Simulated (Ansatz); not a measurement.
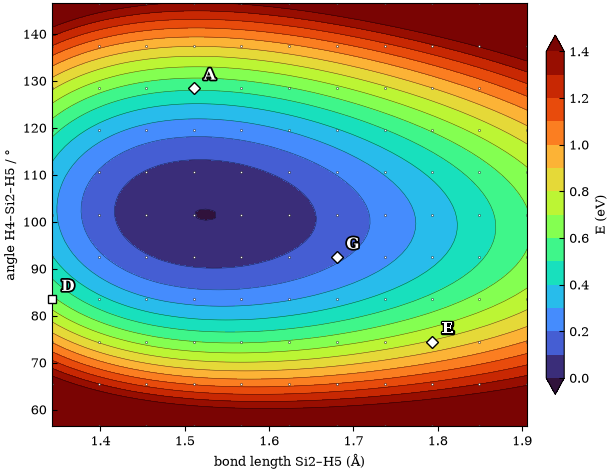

H5OSi2, SMILES [O-][SiH2][SiH3], charge −1. 
- Coordinates scanned: (1) bond length Si2–H5; (2) angle H4–Si2–H5.
- Nothing is relaxed (all other coordinates rigid).
- Grid: 11 × 11 points.
- Points are written as (first, second).
- All energies are given in eV relative to the lowest grid point.
- Level of theory: RKS CAM-B3LYP-D4/def2-SVPD (Ansatz).

The picture shows filled contours, dots at the grid points, one colour for all values above the top of the scale, lettered points. Between grid points the surface is interpolated.

**Rank the lettered points by energy, lowest first.**

G (0.18 eV), A (0.52 eV), D (0.63 eV), E (0.81 eV).

**What kind of point is each of A, E, G: minimum, saddle, maximum or slope?**

A: on a slope; E: on a slope; G: on a slope. (In these two coordinates alone; a stationary point may lie a little off the grid point.)
